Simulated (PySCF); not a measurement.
```xyz
5

N    -0.4849    0.1334   -0.2302
O     0.8928   -0.2040   -0.3272
H    -0.5884    0.5170    0.7049
H    -0.9676   -0.7604   -0.2218
H     1.1765    0.2788   -1.1073
```

Geometry: PBE0-D3(BJ)/def2-TZVP.

These are results of PySCF 2.14.0, PBE0/pcSseg-2, SCF density, gas phase, non-relativistic, not measurements.

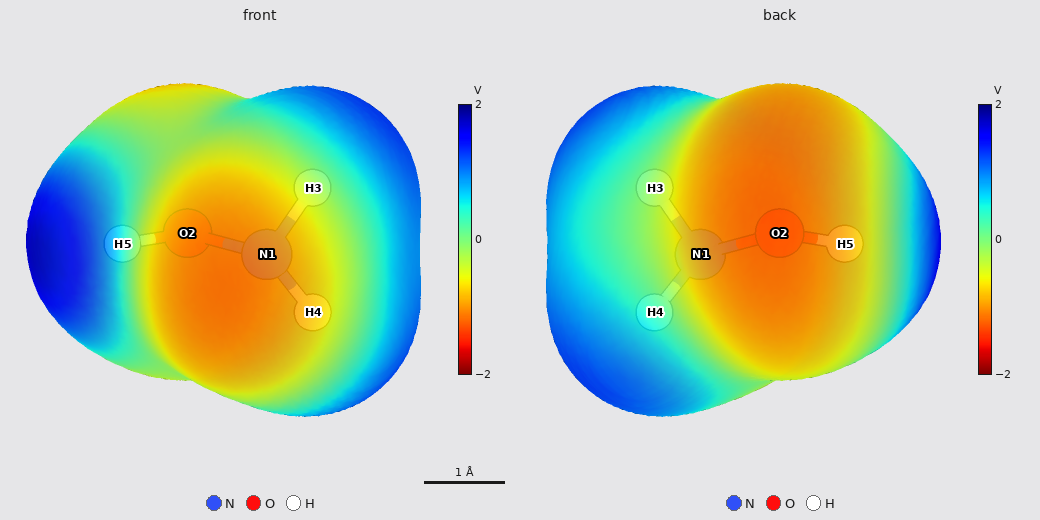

H3NO. The molecular electrostatic potential painted on the density surface at 0.001 e/bohr³, seen from the front and from behind; the colour scale runs from red (negative) to blue (positive).

Question: Where is the surface potential most negative and most positive?

Answer: The most negative region (about −1.2 V, or −28 kcal/mol for a unit charge) lies over O2, the most positive (about +1.7 V, or +39 kcal/mol for a unit charge) over H5. O2 is the likeliest acceptor of a hydrogen bond.
